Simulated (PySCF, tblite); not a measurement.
**C6H5ClF radical: geometry, infrared bands and EPR parameters**

Wanted: the infrared bands and EPR parameters of C6H5ClF radical (`FC1=CC=CC[C]1Cl`), by calculation.

Computed with tblite 0.8.0 and PySCF 2.14.0, with density-fitted response routines of our own, on a single molecule in the gas phase. Atoms count from 0, in the outputs and in this text.

**1. The starting structure**

13 atoms, charge 0, multiplicity 2; geometry from: force field or distance geometry start.

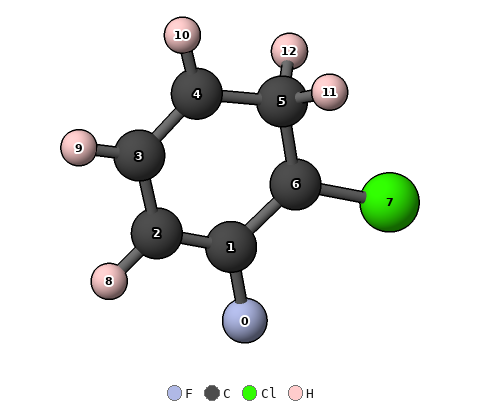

As it starts; fluorine light blue, carbon dark grey, chlorine green, hydrogen pink, atoms numbered.

**2. Geometry optimisation with GFN2-xTB**

The job: settings as JSON, then the geometry in Å.

```
{"job": {"kind": "relax", "xc": "GFN2-xTB", "basis": "xTB"}, "charge": 0, "multiplicity": 2}
F      0.032400     2.745900    -0.485300
C      0.085600     1.425700    -0.263200
C      1.296000     0.818800    -0.177100
C      1.402800    -0.590100     0.056900
C      0.306500    -1.358300     0.235300
C     -1.099300    -0.795700     0.164200
C     -1.130900     0.685100    -0.094900
Cl    -2.652200     1.457600    -0.181300
H      2.199900     1.398800    -0.305200
H      2.395100    -1.029800     0.118900
H      0.407000    -2.424200     0.410300
H     -1.599700    -1.016200     1.118700
H     -1.647600    -1.317100    -0.615200
```

Started as:

```console
> OMP_NUM_THREADS=1 python probes_run.py task.json out
```

The driver reads the jobs from task.json and runs them one after another.

What it wrote:

```text
step      E/eV     max force
  0    -669.64601    2.880
  1    -669.75848    0.540
  2    -669.76921    0.335
  3    -669.77669    0.247
  4    -669.78197    0.156
  5    -669.78322    0.095
  6    -669.78436    0.101
  7    -669.78520    0.068
  8    -669.78559    0.041
  9    -669.78567    0.020
 10    -669.78569    0.011
 11    -669.78571    0.010
 12    -669.78572    0.009
```

Run time: 0.07 s. Hardware: 1 thread of Arm Neoverse V2, shared host.

Relaxation path:

```
step  energy from step 0 (eV)  largest force (eV/Å)
   0                   0.0000                2.8801
   1                  -0.1125                0.5397
   2                  -0.1232                0.3349
   3                  -0.1307                0.2467
   4                  -0.1360                0.1556
   5                  -0.1372                0.0952
   6                  -0.1383                0.1005
   7                  -0.1392                0.0678
   8                  -0.1396                0.0413
   9                  -0.1397                0.0204
  10                  -0.1397                0.0109
  11                  -0.1397                0.0099
  12                  -0.1397                0.0088
```

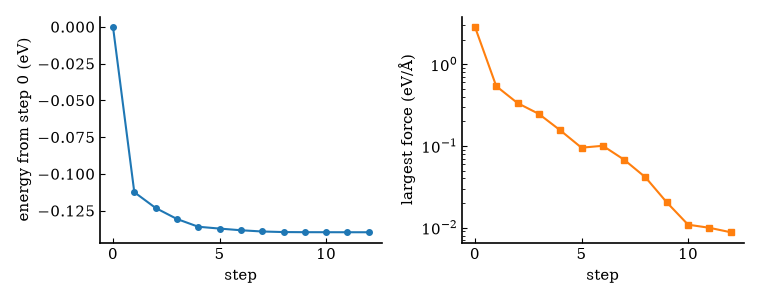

Energy and largest force along the relaxation.

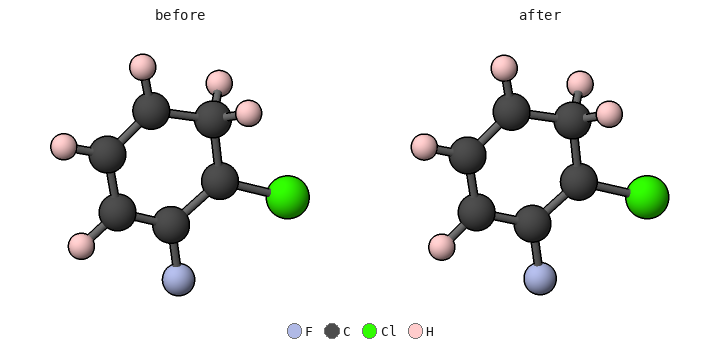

Before and after, at one scale.

Close pairs (by a distance rule), those that changed most:

```
  bond  before (Å)  after (Å)  change (Å)
 C1–C6       1.434      1.365      -0.069
 C1–C2       1.357      1.396      +0.039
 C2–C3       1.432      1.406      -0.026
 C4–C5       1.516      1.492      -0.024
C5–H12       1.086      1.101      +0.015
 C5–C6       1.504      1.492      -0.012
C6–Cl7       1.708      1.720      +0.012
 F0–C1       1.340      1.349      +0.009
```

The next job starts from the end point, and lists it.

**3. Infrared spectrum with GFN2-xTB**

The job: settings as JSON, then the geometry in Å.

```
{"job": {"kind": "ir", "xc": "GFN2-xTB", "basis": "xTB"}, "charge": 0, "multiplicity": 2}
F      0.000015     2.720454    -0.482187
C      0.060205     1.393109    -0.249359
C      1.322228     0.800726    -0.178346
C      1.410544    -0.581451     0.062594
C      0.304981    -1.343937     0.225896
C     -1.076913    -0.785272     0.165960
C     -1.095444     0.683778    -0.092486
Cl    -2.635930     1.443454    -0.181128
H      2.198405     1.411213    -0.308392
H      2.390551    -1.031000     0.116221
H      0.383075    -2.404058     0.409843
H     -1.608628    -1.001485     1.105601
H     -1.657477    -1.305044    -0.611945
```

What it wrote:

```text
mode    cm-1     km/mol
  1     103.1      0.70
  2     178.1      1.93
  3     197.1      0.73
  4     294.0      2.32
  5     329.4      1.00
  6     440.0      0.01
  7     464.2      2.62
  8     485.9      2.17
  9     536.0      7.45
 10     651.0      5.25
 11     704.4     43.16
 12     765.0      1.01
 13     784.0     20.21
 14     888.1      1.79
 15     920.7      0.03
 16     983.8     10.83
 17    1009.0     40.48
 18    1082.8     12.35
 19    1118.5      0.45
 20    1149.5     20.75
 21    1172.6      0.38
 22    1218.0     31.10
 23    1315.4     21.05
 24    1362.6      6.52
 25    1382.1     10.55
 26    1420.6     11.42
 27    1515.3     79.87
 28    1593.1      9.67
 29    2819.1      5.90
 30    2874.2     20.69
 31    3087.3      8.98
 32    3099.6     30.82
 33    3136.1      5.81
```

Run time: 0.32 s. Hardware: 1 thread of Arm Neoverse V2, shared host.

Which atoms move in the most intense modes:

```
cm⁻¹  km/mol                               atoms
 704    43.2                   H10 41 %, H8 30 %
1009    40.5                    C6 38 %, C2 17 %
1150    20.8           H8 19 %, C1 17 %, C6 16 %
1218    31.1           C1 32 %, H8 23 %, H9 23 %
1315    21.1         C5 42 %, H12 15 %, H11 15 %
1515    79.9  C6 28 %, C1 28 %, C2 13 %, C4 12 %
2874    20.7                  H12 48 %, H11 48 %
3100    30.8                   H10 60 %, H9 31 %
```

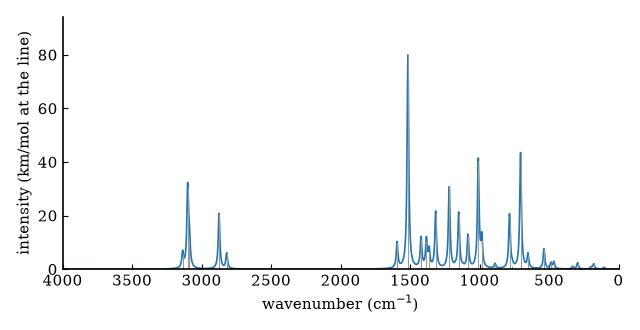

The infrared spectrum from these modes, unscaled. Lines are broadened to a width of 14 cm⁻¹ (Lorentzian).

**4. g tensor and hyperfine couplings: B3LYP/pcH-1**

The job, as its differences from that of step 3:

```diff
@@ -1,2 +1,2 @@
-{"job": {"kind": "ir", "xc": "GFN2-xTB", "basis": "xTB"}, "charge": 0, "multiplicity": 2}
+{"job": {"kind": "epr", "basis": "pcH-1"}, "charge": 0, "multiplicity": 2}
 F      0.000015     2.720454    -0.482187
```

Level: UKS B3LYP, pcH-1 on C Cl F H, non-relativistic, mean-field spin-orbit, GIAO.

What it wrote:

```text
UKS, coarse grid
  cycle   1  E = -791.58671038  |g| = 4.07e-01
  cycle   2  E = -791.51256702  |g| = 5.97e-01
  cycle   3  E = -791.64633553  |g| = 9.40e-02
  cycle   4  E = -791.64981372  |g| = 5.23e-02
  cycle   5  E = -791.65123467  |g| = 1.39e-02
  cycle   6  E = -791.65138128  |g| = 7.35e-03
  cycle   7  E = -791.65144991  |g| = 4.37e-03
  cycle   8  E = -791.65147042  |g| = 2.08e-03
  cycle   9  E = -791.65147619  |g| = 7.89e-04
UKS, final grid
  cycle   1  E = -791.65148060  |g| = 1.23e-03
  cycle   2  E = -791.65147924  |g| = 2.09e-03
  cycle   3  E = -791.65148137  |g| = 1.81e-04
  cycle   4  E = -791.65148139  |g| = 6.37e-05
  cycle   5  E = -791.65148140  |g| = 5.02e-05
  cycle   6  E = -791.65148140  |g| = 1.08e-05
E = -791.65148140 Eh   <S^2> = 0.7849 (exact 0.7500)
g shifts (ppm)      1          2          3
  rmc          -145       -145       -145
  gc             -7         28         22
  oz_so        -283       2007       2770
  total        -435       1890       2647
hyperfine (MHz)  atom isotope    a_iso     a_fc   dipolar eigenvalues
    0   19F     -27.00     -26.98    -70.11     26.18     43.93
    1   13C     -43.41     -43.41    -25.85     11.76     14.09
    2   13C      46.98      47.09    -43.39    -41.06     84.45
    3   13C     -35.53     -35.55    -22.92      9.83     13.09
    4   13C      36.12      36.12    -32.94    -30.91     63.85
    5   13C     -33.42     -33.45     -1.27     -0.27      1.54
    6   13C      46.25      46.02    -37.02    -35.23     72.25
    7  35Cl       1.97       2.04    -12.60     -6.91     19.51
    8    1H     -35.73     -35.73    -21.11      0.00     21.11
    9    1H       9.60       9.60     -3.83     -1.03      4.86
   10    1H     -27.15     -27.16    -15.42     -1.21     16.63
   11    1H     149.27     149.26     -3.89     -0.36      4.25
   12    1H     148.90     148.90     -3.90     -0.36      4.26
```

Wall time 62 s (1 thread of Arm Neoverse V2, shared host); peak memory 0.96 GiB.

Principal g values 2.00188, 2.00421, 2.00497; g(iso) = 2.00369, against 2.00232 for a free electron.

Hyperfine couplings; where a row names several nuclei, a(iso) is their mean (it holds for fast rotation or exchange) and the dipolar term the largest among them:

```
  nuclei  isotope  a(iso) (MHz)  a(iso) (G, at g = 2.0023)  largest dipolar term (MHz)
H11, H12       1H         149.1                       53.2                         4.3
      C2      13C          47.0                       16.8                        84.5
      C6      13C          46.2                       16.5                        72.3
      C1      13C         -43.4                      -15.5                       -25.8
      C4      13C          36.1                       12.9                        63.8
      H8       1H         -35.7                      -12.8                       -21.1
      C3      13C         -35.5                      -12.7                       -22.9
      C5      13C         -33.4                      -11.9                         1.5
     H10       1H         -27.1                       -9.7                        16.6
      F0      19F         -27.0                       -9.6                       -70.1
      H9       1H           9.6                        3.4                         4.9
     Cl7     35Cl           2.0                        0.7                        19.5
```

Mulliken spin populations:

F0 -0.01; C1 -0.18; C2 0.54; C3 -0.20; C4 0.42; C5 -0.08; C6 0.40; Cl7 0.03; H8 -0.02; H9 0.01; H10 -0.02; H11 0.06; H12 0.06

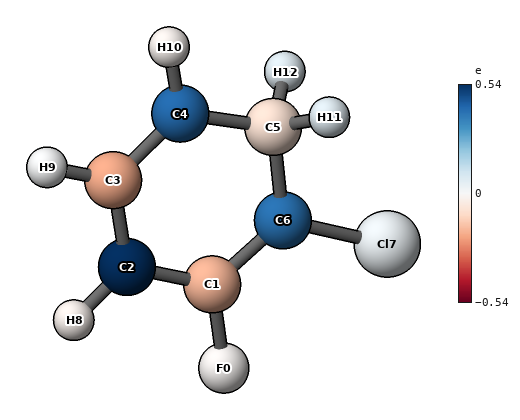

Mulliken spin populations, as colours on the atoms.

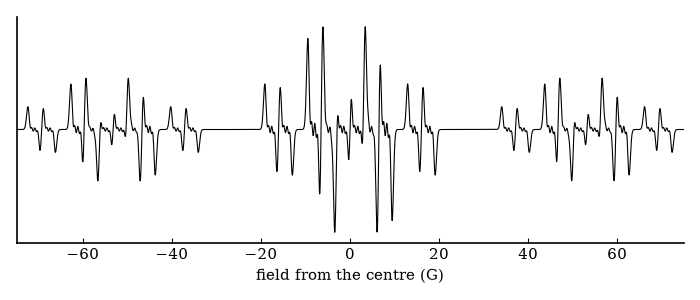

First-order isotropic spectrum (first derivative, main isotopes with spin only, couplings over 0.8 MHz, Gaussian width 0.4 G; couplings of the frozen geometry, rotation of groups not averaged beyond the rows shown).

Orbitals, density, ELF and potential are computed afterwards from the orbital file.

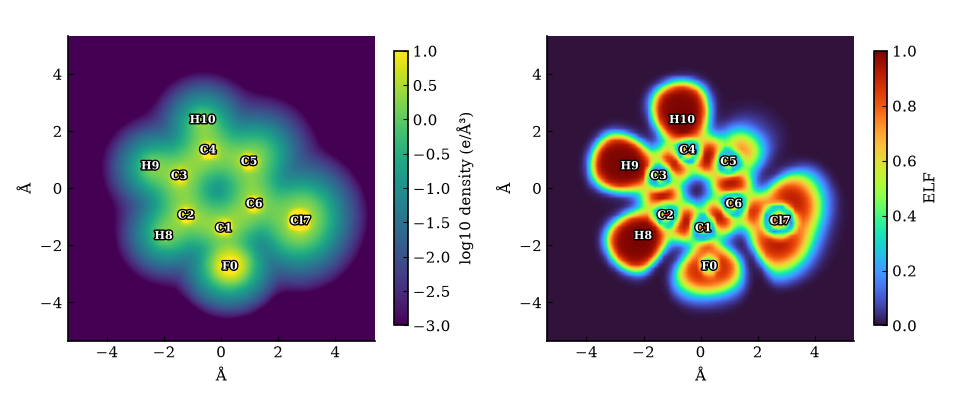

Density (left) and ELF (right) in a plane through or near 11 of the atoms.

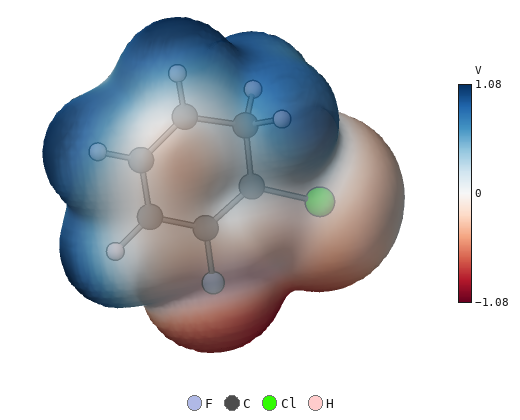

The potential that a unit positive charge feels on the 0.002 e/bohr³ surface, from -0.90 V near F0 to 1.08 V near H10.

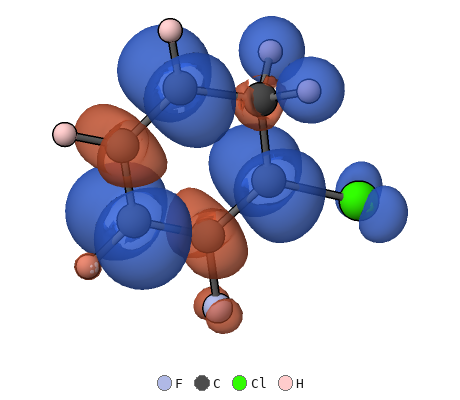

Spin density at ±0.02 e/Å³ (alpha excess blue, beta excess red).

**5. What came out**

```
                                                                  quantity                      value
                                 strongest single infrared mode (GFN2-xTB)       1515 cm⁻¹, 80 km/mol
                                              zero-point energy (GFN2-xTB)              55.9 kcal/mol
                                                            g(iso) (B3LYP)                    2.00369
                                                                      ⟨S²⟩         0.785 (exact 0.75)
                                        largest a(iso) (averaged by class)  1H on H11, H12, 149.1 MHz
potential on the surface of density 0.002 e/bohr³, 1st and 99th percentile         -0.90 V and 1.08 V
```

In words: Relaxing lowered the energy by 0.140 eV in 12 steps; the close pair that moved most is C1–C6, from 1.434 to 1.365 Å. No mode is imaginary among the 33: a minimum at this level. The strongest single mode, at 1515 cm⁻¹, is carried by C6, C1, C2, C4. Unscaled tight-binding wavenumbers are off by several per cent, some by more. Its intensities can rank the bands wrongly. The largest spin populations lie on C2 (0.54 e), C4 (0.42 e), C6 (0.40 e). The isotropic g lies 1.4 ppt above the free-electron value. The conformer search found further structures of the same energy, which may be mirror or relabelled copies of this one.
